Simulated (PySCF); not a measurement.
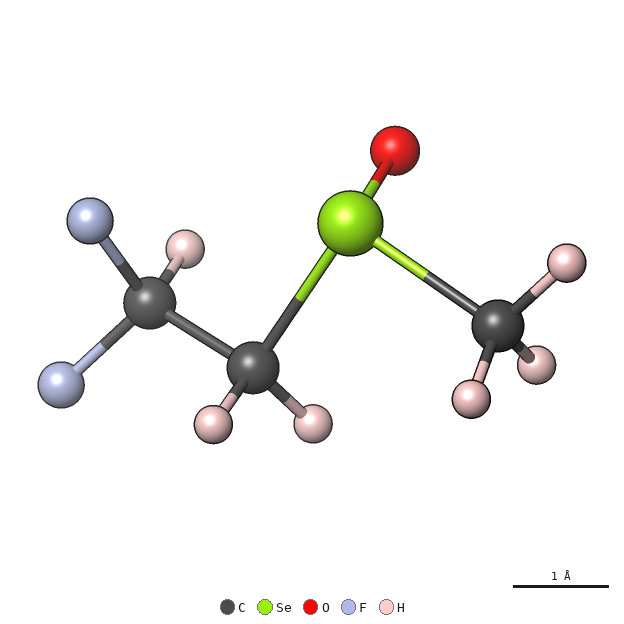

Every bond is drawn as one stick, whatever its order.

Computed geometry: GFN2-xTB optimisation. No frequency run is at hand to confirm it as a minimum.

Describe the molecule.

It has 13 atoms: 3 carbon, 6 hydrogen, 2 fluorine, 1 oxygen and 1 selenium (C₃H₆F₂OSe). As SMILES it reads `C[Se@@](=O)CC(F)F`. It has no ring. Among its groups: C–F bond. This geometry has C1 symmetry. Coordination: 3 C tetrahedral; 1 Se trigonal pyramidal.

More results for the same structure follow; atom numbers are the same in all pictures, views and colours differ.

**Geometry**

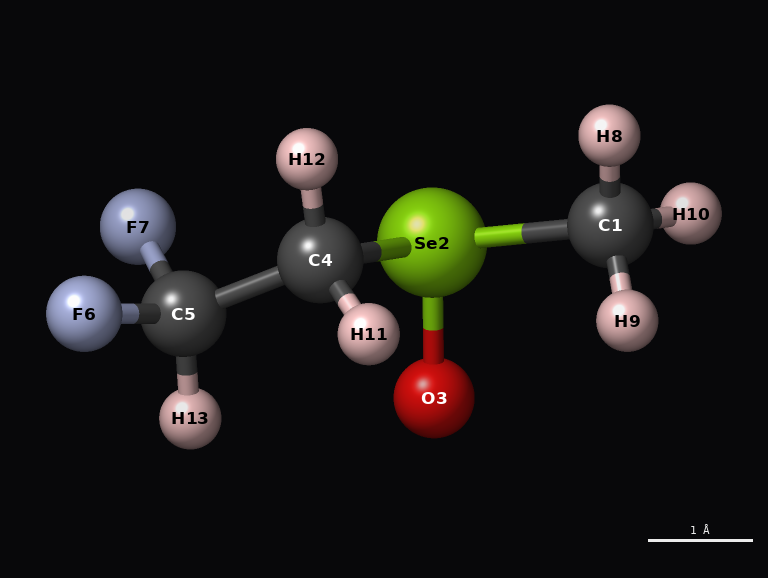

The atoms are numbered. No frequency run is at hand to confirm it as a minimum.

Which atoms are bonded, and how long are the bonds?

| bond | length (Å) | order |
| --- | --- | --- |
| C1–Se2 | 1.968 | single |
| C1–H8 | 1.084 | single |
| C1–H9 | 1.087 | single |
| C1–H10 | 1.088 | single |
| Se2–O3 | 1.595 | double |
| Se2–C4 | 1.992 | single |
| C4–C5 | 1.510 | single |
| C4–H11 | 1.090 | single |
| C4–H12 | 1.089 | single |
| C5–F6 | 1.352 | single |
| C5–F7 | 1.361 | single |
| C5–H13 | 1.100 | single |

**Dipole moment**

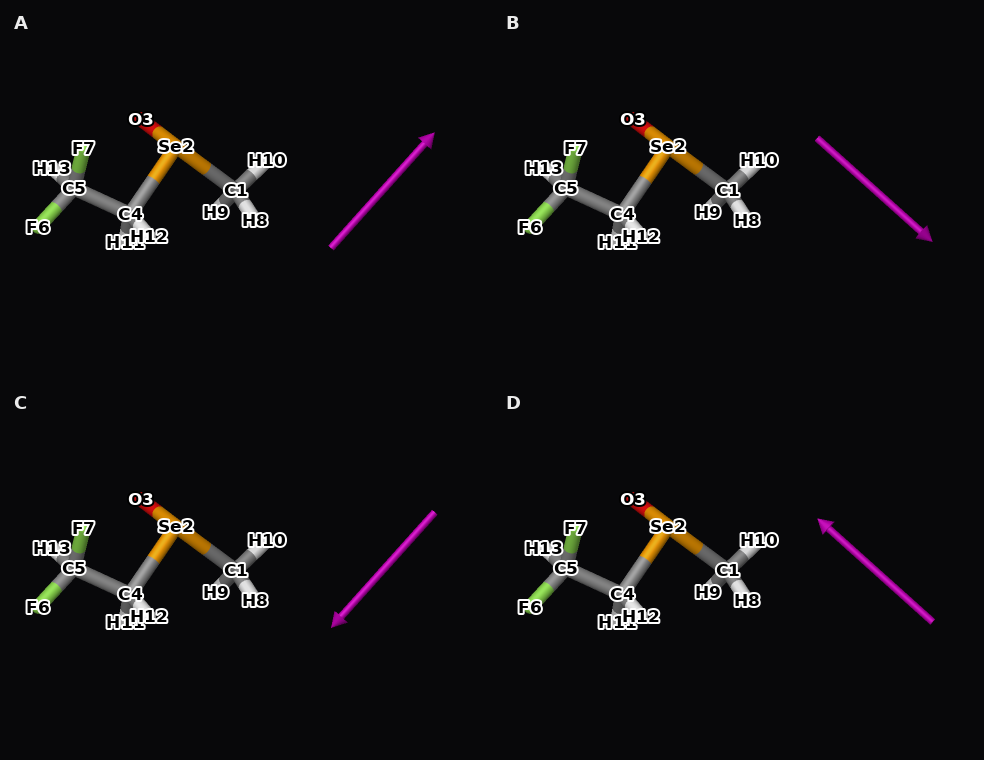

The same molecule four times, each with an arrow. No frequency run is at hand to confirm it as a minimum. Level of theory: ωB97X-D/def2-SVPD, gas phase (PySCF 2.14.0).

Which arrow points along the dipole moment, from the negative to the positive end?

B. The dipole moment is 4.34 D; it points from the side of H13 to the side of H8 (the outermost atoms at the two ends).

**Excitation**

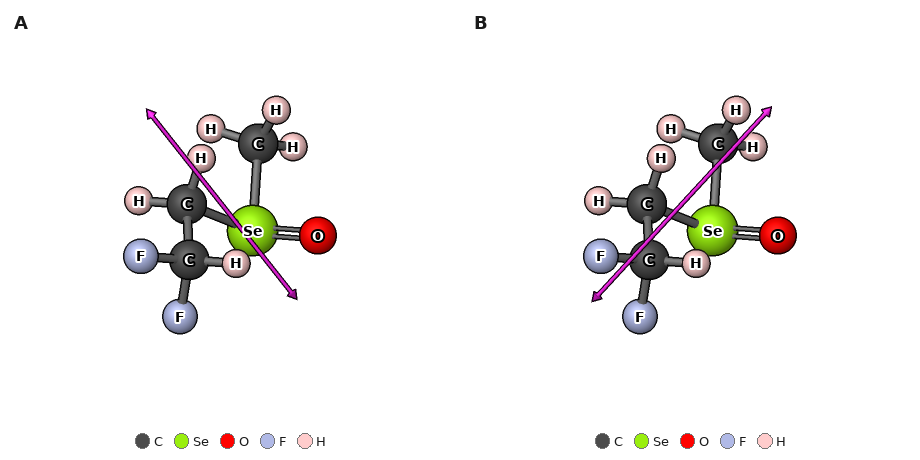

The double arrows show the directions of two transition dipoles from the ground state (lengths mean nothing). No frequency run is at hand to confirm it as a minimum. Properties computed with TDDFT ωB97X-D/def2-SVPD, vertical, gas phase, core orbitals frozen in the response (PySCF 2.14.0).

One belongs to singlet state 4 and one to singlet state 5. Which is which?

A: state 5, 6.87 eV (180 nm), oscillator strength 0.026, of mixed character, with the largest part HOMO−1 → LUMO (weight 0.30).
B: state 4, 6.68 eV (186 nm), oscillator strength 0.028, of mixed character, with the largest part HOMO → LUMO+2 (weight 0.38).

**Polarisability**

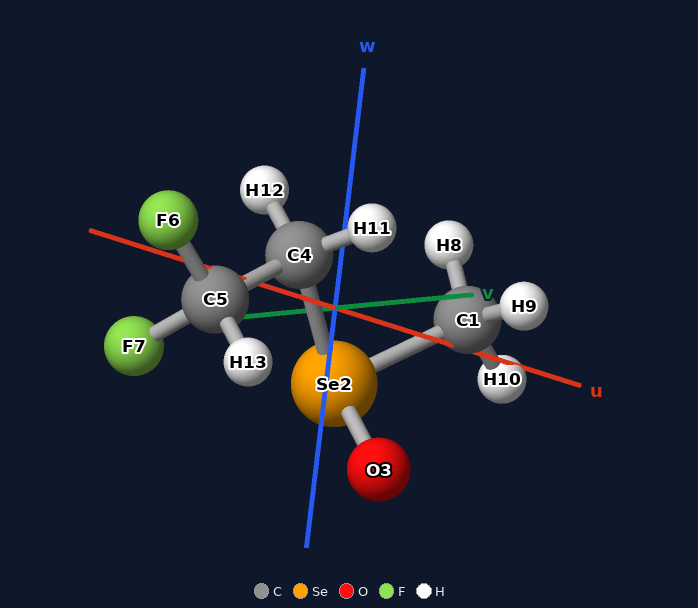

The lines u, v and w are the principal axes of the static dipole polarisability. No frequency run is at hand to confirm it as a minimum. Level of theory: ωB97X-D/def2-SVPD (PySCF 2.14.0).

Along which axis is the molecule most polarisable, and along which least?

Most along u (close to the long direction C1···F6), least along v.

Give the three principal values.

u 82.5, v 59.2, w 69.4 bohr³; mean 70.4, anisotropy 20.2 bohr³.

The geometry is semi-empirical. Around Se such bond lengths and angles can be off by a tenth of an ångström or more and by several degrees, and values that hang on the shape move with them.
